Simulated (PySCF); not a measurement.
```xyz
5
charge 0, multiplicity 1
Al   -1.2207   -0.9345    0.7019
C     0.4225    0.1289    1.0513
H     1.2643   -0.5089    1.3515
H     0.2707    0.8614    1.8549
H     0.7430    0.6878    0.1622
```

What structure does this define?

Formula CH3Al. The point group is C3v. Coordination: 1 C tetrahedral.

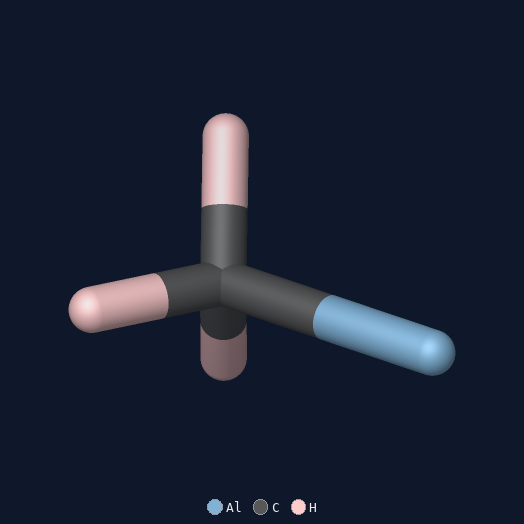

Source: calculation with PySCF.
